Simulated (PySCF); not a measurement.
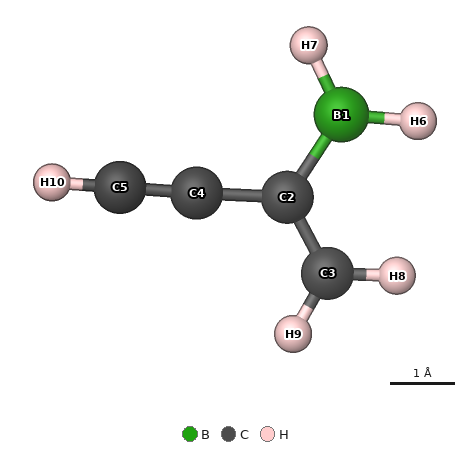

Figure 1. The structure (ball-and-stick view, seen on its broad side; atoms are numbered from 1 in the order of the input). Bond lengths as drawn: B–C 1.55 Å, B–H 1.21 Å, C–C 1.21 to 1.43 Å and C–H 1.07 to 1.10 Å.

# C4H5B: a changed input and its effect

System: C4H5B.
Method of run 1: TDDFT PBE0/def2-TZVP, vertical, gas phase, core orbitals frozen in the response (PySCF 2.14.0).

The geometry comes from this level: PBE0-D3(BJ)/def2-SVP. Text and figures count atoms from 1; the logs count them from 0 in places.

Input file, run 1:
```
{"job": {"kind": "uv", "xc": "PBE0", "basis": "def2-TZVP"}, "charge": 0, "multiplicity": 1}
B     -1.014684     1.226969     0.382288
C     -0.262867    -0.087448     0.032980
C     -0.936344    -1.262365     0.110121
C      1.115192    -0.058014    -0.350939
C      2.284023    -0.000417    -0.672923
H     -2.185229     1.159219     0.677961
H     -0.452607     2.294078     0.368001
H     -1.989863    -1.271277     0.401003
H     -0.463404    -2.225349    -0.109801
H      3.318752     0.051266    -0.956602
```

The first line tells a small driver script what to run in PySCF; the rest is the geometry in Å.

Command:
```bash
OMP_NUM_THREADS=1 python <driver script> task.json out
```

Hardware: 1 CPU thread, shared host.

Output (run 1):
```
coarse grid: 8536 points
cycle   1  E = -179.9725392089  dE =  4.205e-01  |g| = 3.354e-01  |ddm| = 3.015e+00
cycle   2  E = -179.9743592913  dE = -1.820e-03  |g| = 3.147e-01  |ddm| = 7.312e-01
cycle   3  E = -180.0007149866  dE = -2.636e-02  |g| = 1.049e-01  |ddm| = 3.433e-01
cycle   4  E = -180.0034791245  dE = -2.764e-03  |g| = 3.289e-02  |ddm| = 8.701e-02
cycle   5  E = -180.0037491714  dE = -2.700e-04  |g| = 6.290e-03  |ddm| = 2.803e-02
cycle   6  E = -180.0037584588  dE = -9.287e-06  |g| = 3.441e-03  |ddm| = 8.035e-03
cycle   7  E = -180.0037611940  dE = -2.735e-06  |g| = 1.247e-03  |ddm| = 2.737e-03
final grid: 82904 points
cycle   8  E = -179.9942575097  dE = -3.339e-05  |g| = 5.964e-03  |ddm| = 1.270e-01
cycle   9  E = -179.9942444534  dE =  1.306e-05  |g| = 9.115e-03  |ddm| = 1.222e-02
cycle  10  E = -179.9942653068  dE = -2.085e-05  |g| = 2.643e-03  |ddm| = 6.561e-03
cycle  11  E = -179.9942670376  dE = -1.731e-06  |g| = 2.724e-04  |ddm| = 1.608e-03
cycle  12  E = -179.9942670507  dE = -1.306e-08  |g| = 1.490e-04  |ddm| = 3.610e-04
cycle  13  E = -179.9942670567  dE = -6.022e-09  |g| = 4.955e-05  |ddm| = 1.311e-04
cycle  14  E = -179.9942670573  dE = -6.212e-10  |g| = 7.843e-06  |ddm| = 3.915e-05
converged SCF energy = -179.9942670573

Static polarisability (au): isotropic 62.174, principal 35.764 62.691 88.066

Singlet excitations
state   eV       nm        f      main configurations
  1   4.1228    300.7   0.00021   H-1->L 0.98
  2   4.3394    285.7   0.08502   H->L 0.96
  3   5.3101    233.5   0.00059   H-2->L 0.98
  4   5.7827    214.4   0.00132   H-1->L+1 0.69, H-4->L 0.27
  5   5.9799    207.3   0.13475   H->L+1 0.79, H-1->L+2 0.14
  6   6.0955    203.4   0.00061   H-4->L 0.70, H-1->L+1 0.26
  7   6.5529    189.2   0.00008   H->L+2 0.93
  8   6.7382    184.0   0.17877   H-3->L 0.89
  9   7.6647    161.8   0.00173   H-2->L+1 0.90
 10   7.9231    156.5   0.01292   H-5->L 0.75, H-4->L+1 0.08

Triplet excitations (Tamm-Dancoff, eV): 2.7554 3.8975 4.7287 4.8422
```

For run 2 the input was changed thus:
```diff
-"xc": "PBE0"
-"basis": "def2-TZVP"
+"xc": "HF"
+"basis": "def2-SVPD"
+"ip": true
```

Predict how the results change.

The total energies belong to different models, so their difference says nothing on which is more stable or more accurate. The HOMO goes from −7.40 to −9.53 eV. The LUMO goes from −2.41 to 1.31 eV. The dipole moment goes from 1.16 to 1.24 D. The lowest excitation goes from 4.12 to 5.35 eV. The strongest computed line goes from 6.74 to 8.26 eV. The method changes from PBE0 to HF. The SCF takes 12 iterations against 14. The basis functions go from 185 to 140.

Output (run 2):
```
final grid: 82904 points
cycle   1  E = -178.7648136269  dE =  7.810e-01  |g| = 4.018e-01  |ddm| = 6.268e+00
cycle   2  E = -178.8279174630  dE = -6.310e-02  |g| = 1.324e-01  |ddm| = 1.578e+00
cycle   3  E = -178.8334522838  dE = -5.535e-03  |g| = 6.568e-02  |ddm| = 9.048e-01
cycle   4  E = -178.8347764684  dE = -1.324e-03  |g| = 1.495e-02  |ddm| = 2.236e-01
cycle   5  E = -178.8348389119  dE = -6.244e-05  |g| = 4.371e-03  |ddm| = 6.289e-02
cycle   6  E = -178.8348457041  dE = -6.792e-06  |g| = 9.750e-04  |ddm| = 1.525e-02
cycle   7  E = -178.8348463648  dE = -6.606e-07  |g| = 4.109e-04  |ddm| = 4.237e-03
cycle   8  E = -178.8348464575  dE = -9.275e-08  |g| = 1.217e-04  |ddm| = 1.568e-03
cycle   9  E = -178.8348464744  dE = -1.692e-08  |g| = 5.607e-05  |ddm| = 5.526e-04
cycle  10  E = -178.8348464790  dE = -4.607e-09  |g| = 2.440e-05  |ddm| = 2.922e-04
cycle  11  E = -178.8348464801  dE = -1.097e-09  |g| = 9.838e-06  |ddm| = 1.281e-04
cycle  12  E = -178.8348464803  dE = -1.797e-10  |g| = 3.954e-06  |ddm| = 5.694e-05
converged SCF energy = -178.8348464803

Static polarisability (au): isotropic 62.123, principal 39.563 61.628 85.179

Singlet excitations
state   eV       nm        f      main configurations
  1   5.3535    231.6   0.00026   H-1->L 0.44, H-1->L+4 0.34
  2   5.3947    229.8   0.23865   H->L 0.77, H->L+4 0.10
  3   6.1838    200.5   0.00087   H->L+7 0.33, H->L+8 0.20
  4   6.5035    190.6   0.06875   H->L+4 0.33, H->L 0.14, H-1->L+7 0.11
  5   6.5535    189.2   0.00519   H-3->L 0.70
  6   6.6847    185.5   0.00256   H-4->L 0.36, H-1->L+4 0.21, H-1->L 0.14
  7   7.4245    167.0   0.00037   H->L+1 0.56, H->L+2 0.27
  8   8.1976    151.2   0.00084   H-4->L 0.43, H-1->L 0.25, H-1->L+4 0.12
  9   8.2585    150.1   0.27799   H->L+4 0.33, H-2->L 0.28, H-2->L+4 0.10
 10   8.2875    149.6   0.19226   H-1->L+1 0.36, H-1->L+2 0.31, H-1->L+3 0.11

Triplet excitations (Tamm-Dancoff, eV): 2.6229 4.6606 5.0324 5.4822
Vertical ionisation energy (delta-SCF) = 8.2785 eV
```

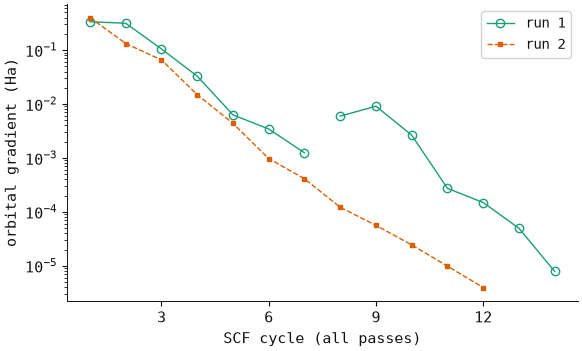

Figure 2. Convergence of the two runs: orbital gradient against the SCF cycle. A break in a curve parts two SCF passes (coarse and final grid). Run 1 takes 14 cycles in all, and run 2 takes 12.

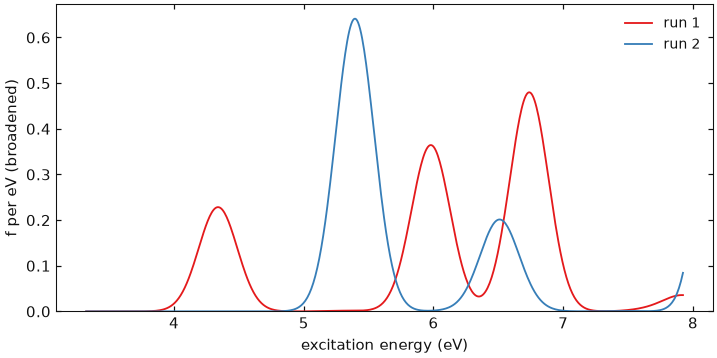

Figure 3. Absorption of the two runs from their computed states, each broadened by a Gaussian of 0.35 eV full width; the range ends where the shorter list of states ends.

The two runs side by side:

```csv
quantity,run 1,run 2
outcome,converged,converged
total energy (hartree),−179.994267,−178.834846
HOMO (eV),−7.40,−9.53
LUMO (eV),−2.41,1.31
dipole moment (D),1.16,1.24
lowest excitation (eV),4.12,5.35
SCF iterations,14,12
strongest computed line (eV),6.74,8.26
basis functions,185,140
wall time (shared host),17 s,10 s
```
